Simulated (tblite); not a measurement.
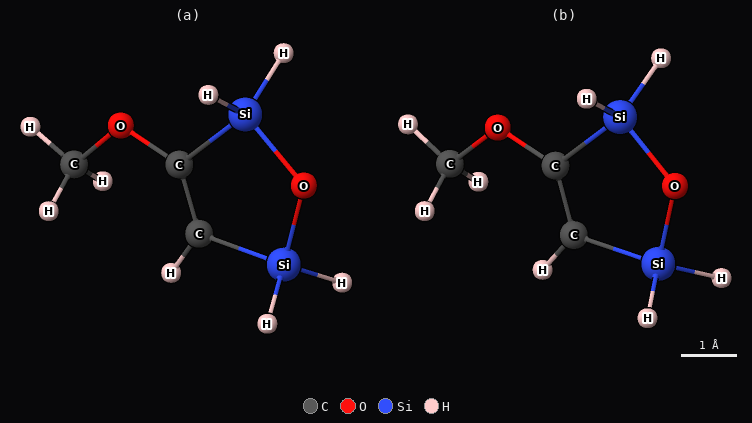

The structure of C3H8O2Si2 before (left) and after (right) a relaxation, at one scale.

A ball-and-stick model, seen at a tilt.

Computed with GFN2-xTB geometry optimisation, gas phase (tblite). 

Q: Describe what moved and what it gained.

A: The energy falls by 0.235 eV in 32 geometry steps. The largest move after the best rigid fit is that of an H atom, 0.15 Å. By element the largest moves are H 0.15 Å, O 0.11 Å, Si 0.06 Å, C 0.04 Å. Near-neighbour distances that change, for instance: O–Si 1.710 → 1.631 Å, O–Si 1.704 → 1.653 Å, C–Si 1.940 → 1.902 Å, C–O 1.386 → 1.357 Å. Among the angles between lasting bonds that change: Si–C–H 118.1° → 124.5°, C–Si–H 110.5° → 115.3°, O–Si–H 111.0° → 106.2°. The run took 0.38 s on 1 thread of Arm Neoverse N1, with other jobs on the host.
